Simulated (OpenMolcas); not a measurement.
**SiHF3 (SMILES F[SiH](F)F): revTPSS/ANO-R2 (sfX2C, Cholesky decomposition)**

What is the vertical ionisation energy of SiHF3 at revTPSS/ANO-R2 (sfX2C, Cholesky decomposition)? 

The results are computed with OpenMolcas 26.06.

### Step 1. Starting point

SiHF3 has 5 atoms, charge 0, and is taken as a singlet. As SMILES, `F[SiH](F)F`. The shape is that of a PBE0-D4/def2-TZVP optimisation.

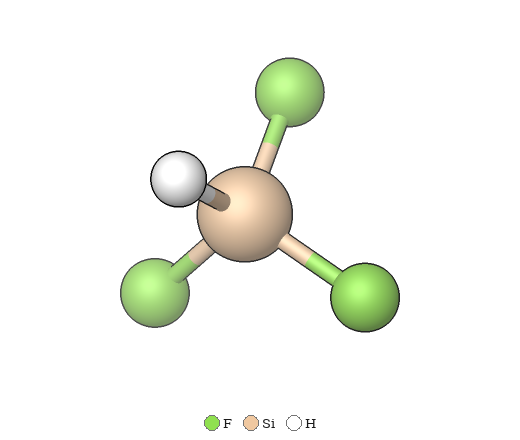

Viewed from a chosen angle; fluorine green, silicon light orange, hydrogen white.

### Step 2. A single-point energy at revTPSS/ANO-R2 (sfX2C, Cholesky decomposition)

Contents of job.input:

```
&gateway
 coord
 5
 bohr
 F     -0.84489655    -0.15533549     2.81814857
 Si     0.07691185     0.00321253    -0.00340151
 F     -1.12835547     2.42149506    -1.24192801
 F     -0.93711519    -2.38729101    -1.44979788
 H      2.83345535     0.11791891    -0.12302117
 basis=ANO-R2
 group=NoSym

&seward
 low

&scf
 ksdft=2
 1.0 MGGA_X_REVTPSS
 1.0 MGGA_C_REVTPSS
 prorbitals=0
```

The run is started by

```
$ export MOLCAS_MEM=1860
$ pymolcas job.input > job.log
```

What it wrote:

```text
--- Start Module: gateway ---
[...]
--- Stop Module: gateway /rc=_RC_ALL_IS_WELL_ ---
--- Start Module: seward ---
[...]
      Basis functions          152
--- Stop Module: seward /rc=_RC_ALL_IS_WELL_ ---
[...]
--- Start Module: scf ---
[...]
       Convergence after  12 Iterations
[...]
::    Total KS-DFT energy                            -590.6611871692
[...]
      Total spin, S                                     0.0000000000
[...]
      Total electronic charge=   42.000000
      Total            charge=   -0.000000
[...]
      Dipole Moment (debye):
      Origin of the operator (angstrom)=   -0.3095   -0.0129    0.0134
                   X=  1.1836E+00               Y=  4.9238E-02               Z= -5.1714E-02           Total=  1.1857E+00
      Quadrupole Moment (debye*angstrom):
[...]
--- Stop Module: scf /rc=_RC_ALL_IS_WELL_ ---
[...]
```

Run time: 35 s. Hardware: 1 thread of Arm Neoverse V2, shared host; peak memory 0.15 GiB.

### Step 3. The doublet cation

Contents of job.input:

```
>>> EXPORT MOLCAS_PRINT=2

&GATEWAY
 Coord
 5
 bohr
 F     -0.84489655    -0.15533549     2.81814857
 Si     0.07691185     0.00321253    -0.00340151
 F     -1.12835547     2.42149506    -1.24192801
 F     -0.93711519    -2.38729101    -1.44979788
 H      2.83345535     0.11791891    -0.12302117
 Basis=ANO-R2
 Group=NoSym

&SEWARD
 Low

&SCF
 UHF
 Charge=1
 Spin=2
 KSDFT=2
 1.0 MGGA_X_REVTPSS
 1.0 MGGA_C_REVTPSS
 PrOrbitals=0
```

The run is started by

```
$ export MOLCAS_MEM=1860
$ pymolcas job.input > job.log
```

What it wrote:

```text
--- Start Module: gateway ---
[...]
--- Stop Module: gateway /rc=_RC_ALL_IS_WELL_ ---
--- Start Module: seward ---
[...]
      Basis functions          152
--- Stop Module: seward /rc=_RC_ALL_IS_WELL_ ---
[...]
--- Start Module: scf ---
[...]
       Convergence after  25 Iterations
[...]
::    Total KS-DFT energy                            -590.1617223022
[...]
      Total spin, S                                     0.5027946685
[...]
      Total electronic charge=   41.000000
      Total            charge=    1.000000
[...]
      Dipole Moment (debye):
      Origin of the operator (angstrom)=   -0.3095   -0.0129    0.0134
                   X=  3.7004E+00               Y=  1.5392E-01               Z= -1.6072E-01           Total=  3.7071E+00
      Center of Charge (angstrom)
[...]
--- Stop Module: scf /rc=_RC_ALL_IS_WELL_ ---
[...]
```

It took 78 s on 1 thread of Arm Neoverse V2, shared host; peak memory 0.15 GiB.

### Step 4. Outcome

At revTPSS/ANO-R2 (sfX2C, Cholesky decomposition):

| quantity | value |
| --- | --- |
| singlet SiHF3: total energy | -590.66119 Eh |
| singlet SiHF3: dipole moment | 1.19 D |
| singlet SiHF3: HOMO energy | -9.85 eV |
| singlet SiHF3: LUMO energy | 0.60 eV |
| singlet SiHF3: HOMO–LUMO gap | 10.45 eV |
| doublet cation: total energy | -590.16172 Eh |
| doublet cation: HOMO energy (highest over α and β) | -17.67 eV |
| doublet cation: LUMO energy (lowest over α and β) | -17.24 eV |
| doublet cation: ⟨S²⟩ | 0.756 |
| vertical ionisation energy (to the doublet cation) | 13.591 eV |

In words: This program's gradients are faulty for this kind of reference, so any forces in the log (doublet cation) can't be trusted; the energy can. The vertical ionisation energy comes to 13.59 eV (313 kcal/mol). The negative HOMO energy of the first species, 9.85 eV, lies 3.74 eV below that difference. Mulliken charges (singlet SiHF3) run from -0.24 on F4 to +0.81 on Si2; they depend strongly on the basis. Mulliken charges (doublet cation) run from -0.06 on F4 to +0.96 on Si2; they depend strongly on the basis.
